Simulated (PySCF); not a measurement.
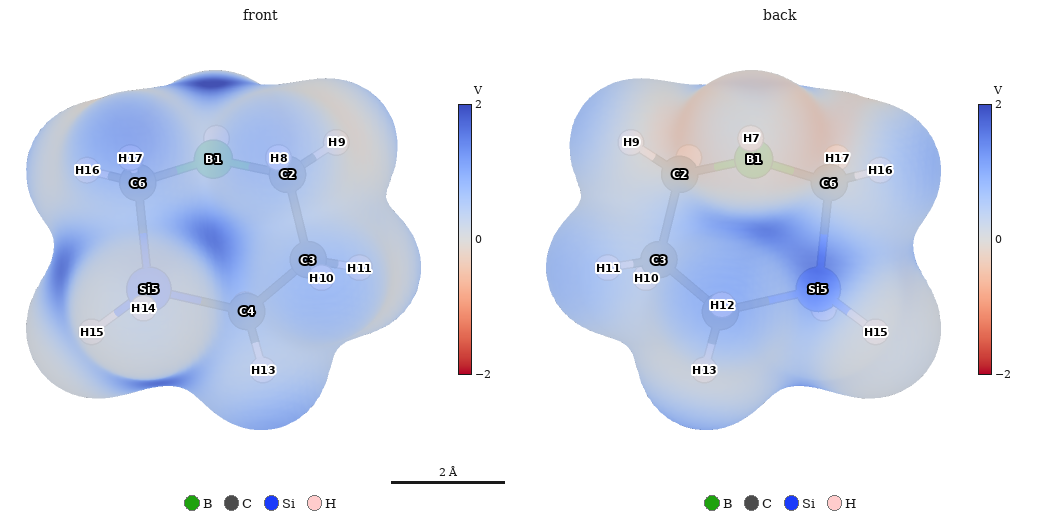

Figure 1: C4H11BSi (SMILES B1CCC[SiH2]C1). The electrostatic potential painted on the density surface at 0.004 e/bohr³, seen from the front and from behind; red is negative and blue positive.

Geometry: GFN2-xTB; a saddle point, not a minimum.

Level of theory: PBE0/pcSseg-1, SCF density, gas phase, non-relativistic (PySCF 2.14.0).

| atom | x (Å) | y (Å) | z (Å) |
| --- | --- | --- | --- |
| B | 0.1521 | 1.4855 | 0.2259 |
| C | -1.1853 | 0.9361 | -0.4234 |
| C | -1.4678 | -0.5231 | 0.0305 |
| C | -0.3001 | -1.2025 | 0.7552 |
| Si | 1.3713 | -0.9490 | -0.1145 |
| C | 1.4767 | 0.9509 | -0.3874 |
| H | 0.1361 | 2.1528 | 1.1912 |
| H | -1.0958 | 0.9341 | -1.5124 |
| H | -2.0605 | 1.5441 | -0.1887 |
| H | -1.7347 | -1.1261 | -0.8403 |
| H | -2.3334 | -0.5274 | 0.6981 |
| H | -0.2226 | -0.7806 | 1.7605 |
| H | -0.5366 | -2.2606 | 0.8820 |
| H | 1.4117 | -1.6701 | -1.3958 |
| H | 2.4651 | -1.4207 | 0.7452 |
| H | 2.3920 | 1.3566 | 0.0383 |
| H | 1.5318 | 1.1000 | -1.4644 |

Describe the electrostatic potential map.

The most negative region (about −0.3 V, or −7 kcal/mol for a unit charge) lies over H7, the most positive (about +1.7 V, or +39 kcal/mol for a unit charge) over B1.

What dipole moment does the calculation give?

Its dipole moment is 0.47 D.
